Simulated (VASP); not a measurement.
# A VASP study of TiC (Khamrabaevite) (LDA): structure first, properties next, part 5 of 5

What structure does TiC (Khamrabaevite) take at this level, and what are its properties? The start is a cell from a database of measured crystal structures.

VASP 6.6.1; LDA; plane waves and PAW (Ti_sv, C).

So far. Step 21 (Volume scan with LDA, volume scale 1.06 (run 2)): The run ends at a pressure of -14.62 GPa. Step 23 (Fit for LDA): The fitted volume lies +0.05 % from the relaxed one. The relaxed cell has a = 4.265 Å (conventional setting).

## 24. Vibrations at Γ (LDA)

This step: LDA; plane waves and PAW (Ti_sv, C) (VASP 6.6.1).

Zone-centre modes test whether the atoms sit at a minimum within this cell. IBRION = 8 takes the force constants from linear response, which needs tightly converged orbitals.

INCAR

```
SYSTEM = TiC
PREC = Accurate
ENCUT = 520
EDIFF = 1E-08
NELM = 100
ISMEAR = 1
SIGMA = 0.2
LREAL = .FALSE.
ALGO = Normal
GGA = CA
NBANDS = 14
LASPH = .TRUE.
LORBIT = 11
LWAVE = .FALSE.
LCHARG = .FALSE.
KPAR = 2
IBRION = 8
ISIF = 2
```

POSCAR

```
TiC
1.0
    0.0000000000      2.1322909251      2.1322909251
    2.1322909251      0.0000000000      2.1322909251
    2.1322909251      2.1322909251      0.0000000000
Ti C
1 1
Direct
    0.0000000000      0.0000000000      0.0000000000
    0.5000000000      0.5000000000      0.5000000000
```

KPOINTS

```
Automatic mesh
0
Gamma
16 16 16
0 0 0
```

Potentials, in the order of the species: Ti_sv and C (LDA family, release 64).

The run is started by

```sh
> mpirun -np 2 vasp_std
```

The program printed:

```text
[... set-up lines as in an earlier step ...]
 entering main loop
       N       E                     dE             d eps       ncg     rms          rms(c)
DAV:   1     0.116990576070E+03    0.11699E+03   -0.81554E+03  4068   0.137E+03
DAV:   2    -0.179396977009E+02   -0.13493E+03   -0.12725E+03  4378   0.352E+02
DAV:   3    -0.256738257291E+02   -0.77341E+01   -0.75716E+01  5372   0.819E+01
DAV:   4    -0.259750360996E+02   -0.30121E+00   -0.30099E+00  4992   0.149E+01
DAV:   5    -0.259829367059E+02   -0.79006E-02   -0.79000E-02  5548   0.206E+00    0.189E+01
DAV:   6    -0.211765524249E+02    0.48064E+01   -0.13083E+01  5792   0.606E+01    0.690E+00
DAV:   7    -0.205838871686E+02    0.59267E+00   -0.22681E+00  4938   0.227E+01    0.535E+00
DAV:   8    -0.205536337057E+02    0.30253E-01   -0.11574E-01  4468   0.387E+00    0.346E+00
DAV:   9    -0.205411792231E+02    0.12454E-01   -0.10459E-01  5076   0.388E+00    0.682E-01
DAV:  10    -0.205405127067E+02    0.66652E-03   -0.10388E-02  5398   0.135E+00    0.640E-01
DAV:  11    -0.205386147050E+02    0.18980E-02   -0.50785E-03  4384   0.107E+00    0.143E-01
DAV:  12    -0.205386102161E+02    0.44889E-05   -0.38131E-04  4510   0.231E-01    0.485E-02
DAV:  13    -0.205385995332E+02    0.10683E-04   -0.20399E-05  5008   0.366E-02    0.654E-03
DAV:  14    -0.205385991572E+02    0.37607E-06   -0.66396E-07  5008   0.104E-02    0.290E-03
DAV:  15    -0.205385990736E+02    0.83585E-07   -0.14801E-07  6264   0.497E-03    0.117E-03
DAV:  16    -0.205385990597E+02    0.13879E-07   -0.29407E-08  4534   0.280E-03    0.154E-04
DAV:  17    -0.205385990602E+02   -0.45634E-09   -0.89278E-10  2522   0.433E-04
   1 F= -.20538599E+02 E0= -.20538500E+02  d E =-.297408E-03
 Linear response reoptimize wavefunctions to high precision
DAV:   1    -0.205385990601E+02    0.44338E-10   -0.24595E-10  2858   0.221E-04
 Linear response DOF=           2
 Linear response progress:
  Degree of freedom:   1/  2
       N       E                     dE             d eps       ncg     rms          rms(c)
RMM:   1    -0.675148773613E+00   -0.67515E+00    0.83739E+00  9870   0.131E+02
RMM:   2    -0.649540837924E+00    0.25608E-01   -0.23525E-01 16357   0.496E+00    0.227E-01
RMM:   3    -0.648835234913E+00    0.70560E-03   -0.18628E-02 19386   0.117E+00    0.111E-01
RMM:   4    -0.648124480612E+00    0.71075E-03   -0.74456E-03 21235   0.508E-01    0.213E-02
RMM:   5    -0.648675729383E+00   -0.55125E-03   -0.11637E-03 22481   0.202E-01    0.995E-03
RMM:   6    -0.648978355072E+00   -0.30263E-03   -0.30261E-04 22493   0.872E-02    0.739E-03
RMM:   7    -0.649404017757E+00   -0.42566E-03   -0.74282E-05 20171   0.465E-02    0.430E-03
RMM:   8    -0.649364655326E+00    0.39362E-04   -0.37437E-05 22378   0.232E-02    0.103E-03
RMM:   9    -0.649319678112E+00    0.44977E-04   -0.24561E-05 22150   0.134E-02    0.828E-04
RMM:  10    -0.649348061433E+00   -0.28383E-04   -0.17549E-05 21950   0.792E-03    0.134E-04
RMM:  11    -0.649355915066E+00   -0.78536E-05   -0.13735E-05 23117   0.520E-03    0.305E-05
RMM:  12    -0.649354848255E+00    0.10668E-05   -0.10632E-05 23456   0.361E-03    0.871E-05
RMM:  13    -0.649358532617E+00   -0.36844E-05   -0.78608E-06 21321   0.276E-03    0.230E-05
RMM:  14    -0.649358797361E+00   -0.26474E-06   -0.69911E-06 23072   0.215E-03    0.301E-05
RMM:  15    -0.649358911241E+00   -0.11388E-06   -0.56488E-06 24195   0.175E-03    0.419E-05
RMM:  16    -0.649358255537E+00    0.65570E-06   -0.45226E-06 20932   0.148E-03    0.742E-05
RMM:  17    -0.649358421407E+00   -0.16587E-06   -0.36757E-06 22985   0.125E-03    0.795E-05
RMM:  18    -0.649358478714E+00   -0.57306E-07   -0.30372E-06 23472   0.107E-03    0.875E-05
RMM:  19    -0.649358486040E+00   -0.73262E-08   -0.24206E-06 22564   0.920E-04    0.949E-05
RMM:  20    -0.649358537822E+00   -0.51782E-07   -0.23329E-06 20424   0.800E-04    0.100E-04
RMM:  21    -0.649358464086E+00    0.73737E-07   -0.17729E-06 20579   0.703E-04    0.106E-04
RMM:  22    -0.649358583664E+00   -0.11958E-06   -0.15356E-06 19780   0.616E-04    0.109E-04
 first order change of Fermi-energy   0.50631E-04
 force on displaced ion       1 direction 1 : -10.898   0.000   0.000
 Linear response progress:
  Degree of freedom:   2/  2
       N       E                     dE             d eps       ncg     rms          rms(c)
RMM:   1    -0.125984941665E+00   -0.12598E+00   -0.55644E-02 20963   0.231E+00
RMM:   2    -0.116145217950E+00    0.98397E-02   -0.56160E-03 19002   0.565E-01    0.146E-01
RMM:   3    -0.116768329183E+00   -0.62311E-03   -0.19031E-03 19406   0.242E-01    0.670E-02
RMM:   4    -0.117768244248E+00   -0.99992E-03   -0.73859E-04 19850   0.148E-01    0.146E-02
RMM:   5    -0.117894022842E+00   -0.12578E-03   -0.15065E-04 22658   0.583E-02    0.276E-03
RMM:   6    -0.117874378923E+00    0.19644E-04   -0.20709E-05 21995   0.238E-02    0.111E-03
RMM:   7    -0.117878718506E+00   -0.43396E-05   -0.41457E-06 22967   0.110E-02    0.459E-04
RMM:   8    -0.117878572858E+00    0.14565E-06   -0.83497E-07 22798   0.531E-03    0.297E-04
RMM:   9    -0.117877911354E+00    0.66150E-06   -0.29718E-07 22891   0.270E-03    0.131E-04
RMM:  10    -0.117877414418E+00    0.49694E-06   -0.68021E-07 22813   0.144E-03    0.664E-05
RMM:  11    -0.117877566632E+00   -0.15221E-06   -0.15935E-07 22469   0.758E-04    0.729E-05
RMM:  12    -0.117877553609E+00    0.13024E-07    0.97992E-08 22882   0.408E-04    0.299E-05
RMM:  13    -0.117877524039E+00    0.29570E-07   -0.12986E-07 23100   0.220E-04    0.736E-06
RMM:  14    -0.117877537969E+00   -0.13930E-07   -0.83088E-08 24129   0.114E-04    0.883E-06
RMM:  15    -0.117877536675E+00    0.12939E-08   -0.31193E-08 22661   0.629E-05    0.198E-06
 first order change of Fermi-energy   0.27366E-03
 force on displaced ion       2 direction 1 : -10.859   0.000   0.000
 Linear response finished
```

Elapsed: 72 s, on 2 MPI ranks of Intel Xeon 6975P-C (Granite Rapids), shared host; peak memory 0.67 GiB; 2.4 min of CPU time.

Parts of OUTCAR (step 24):

```text
   k-points           NKPTS =    145   k-points in BZ     NKDIM =    145   number of bands    NBANDS=     14

   NELECT =      16.0000    total number of electrons

  Total       -0.0036216     -0.0036216     -0.0036216     -0.0000000      0.0000000     -0.0000000
  in kB       -0.2992575     -0.2992575     -0.2992575     -0.0000000      0.0000000     -0.0000000
  external PRESSURE =      -0.2992575 kB  Pullay stress =       0.0000000 kB

 POSITION                                       TOTAL-FORCE (eV/Angst)
 -----------------------------------------------------------------------------------
      0.00000      0.00000      0.00000         0.000000      0.000000      0.000000
      2.13229      2.13229      2.13229         0.000000      0.000000     -0.000000
 -----------------------------------------------------------------------------------
    total drift:                                0.000000     -0.000000     -0.000000

 Eigenvectors and eigenvalues of the dynamical matrix
 ----------------------------------------------------

   1 f  =   16.630949 THz   104.495332 2PiTHz  554.748732 cm-1    68.780046 meV
             X         Y         Z           dx          dy          dz
      0.000000  0.000000  0.000000     0.000000   -0.448477    0.000000
      2.132291  2.132291  2.132291    -0.000000    0.893794    0.000000

   2 f  =   16.630949 THz   104.495332 2PiTHz  554.748732 cm-1    68.780046 meV
             X         Y         Z           dx          dy          dz
      0.000000  0.000000  0.000000     0.000000    0.000000   -0.448477
      2.132291  2.132291  2.132291     0.000000    0.000000    0.893794

   3 f  =   16.630949 THz   104.495332 2PiTHz  554.748732 cm-1    68.780046 meV
             X         Y         Z           dx          dy          dz
      0.000000  0.000000  0.000000    -0.448477   -0.000000   -0.000000
      2.132291  2.132291  2.132291     0.893794    0.000000   -0.000000

   4 f/i=    0.012120 THz     0.076154 2PiTHz    0.404290 cm-1     0.050126 meV
             X         Y         Z           dx          dy          dz
      0.000000  0.000000  0.000000    -0.184952    0.506979    0.712484
      2.132291  2.132291  2.132291    -0.092803    0.254386    0.357501

   5 f/i=    0.012120 THz     0.076154 2PiTHz    0.404290 cm-1     0.050126 meV
             X         Y         Z           dx          dy          dz
      0.000000  0.000000  0.000000     0.874256    0.091891    0.161559
      2.132291  2.132291  2.132291     0.438673    0.046108    0.081065

   6 f/i=    0.012120 THz     0.076154 2PiTHz    0.404290 cm-1     0.050126 meV
             X         Y         Z           dx          dy          dz
      0.000000  0.000000  0.000000     0.018390    0.730340   -0.514911
      2.132291  2.132291  2.132291     0.009227    0.366461   -0.258366

 ELASTIC MODULI CONTR FROM IONIC RELAXATION (kBar)
 Direction    XX          YY          ZZ          XY          YZ          ZX
 --------------------------------------------------------------------------------
 XX           0.0000      0.0000      0.0000      0.0000      0.0000      0.0000
 YY           0.0000      0.0000      0.0000      0.0000      0.0000      0.0000
 ZZ           0.0000      0.0000      0.0000      0.0000      0.0000      0.0000
 XY           0.0000      0.0000      0.0000      0.0000      0.0000      0.0000
 YZ           0.0000      0.0000      0.0000      0.0000      0.0000      0.0000
 ZX           0.0000      0.0000      0.0000      0.0000      0.0000      0.0000
 --------------------------------------------------------------------------------

[... 7 parts as in an earlier step ...]

[... 3 further parts left out ...]
```

Energies printed during the response cycles are not total energies of the cell.

Numbers from this step:

```yaml
irreducible_k_points: 145
pressure_of_the_cell: -0.02993 GPa
largest_force_of_the_cell: 0 eV/Å
fermi_energy: 9.782 eV
```

The modes at Γ (shares of kinetic energy by element, %):

```
mode  frequency (cm⁻¹)  symmetry  Ti %  C %
   1              -0.4  acoustic    80   20
   2              -0.4  acoustic    80   20
   3              -0.4  acoustic    80   20
   4             554.7       T1u    20   80
   5             554.7       T1u    20   80
   6             554.7       T1u    20   80
```

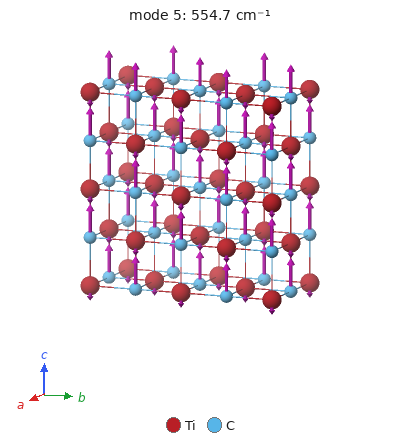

Displacement patterns of mode 5 at Γ; arrows are exaggerated. 1×2×2 conventional cells are drawn. Some periodic images of atoms are drawn too.

The three acoustic modes lie within 0.4 cm⁻¹ of zero, and all others are real. By the characters of their eigenvectors the optical modes sort into (cm⁻¹) infrared active: T1u 555.

## 25. Summary of results

- relaxed volume: 9.695 Å³/atom
- relaxed conventional cell a, b, c: 4.265, 4.265, 4.265 Å
- space group after relaxing, within 0.02 Å: Fm-3m (No. 225)
- band gap: none, a metal
- DOS at the Fermi level: 0.251 states/eV/cell
- bulk modulus from the fit: 280 GPa
- volume from the fit: 9.70 Å³/atom
- highest zone-centre mode: 555 cm⁻¹

With LDA, TiC (Khamrabaevite) relaxes to 9.695 Å³/atom in space group Fm-3m (held by the symmetry of the run), comes out as a metal and has a bulk modulus of 280 GPa. Against the listed cell the volume lies -4.3 %. Band structure (LDA): Of the bands kept, 4 cross the Fermi level on this path. Vibrations at Γ (LDA): The highest mode in this list at Γ, 554.7 cm⁻¹, is mostly motion of C (80 % of the kinetic energy). Modes at Γ alone can't show that the crystal is stable at other wave vectors. No search among competing phases was made, and a listed structure need not be the one stable at ambient conditions. All values are for a static lattice at zero temperature.

[Lines on the potential files, build, host, timing and source positions are cut from VASP's logs without a mark.]

[Logs are printed without paths, hosts, clocks, repeated set-up lines and the standing remarks that a program may print on its own settings, such as how far it seeks lower states.]

[Hosts, paths, dates, database ids (printed as entryN), source tags and the programs' standing remarks are cut or masked in the printed files.]

[A measured line is paired with the nearest computed mode of its activity, which favours agreement.]
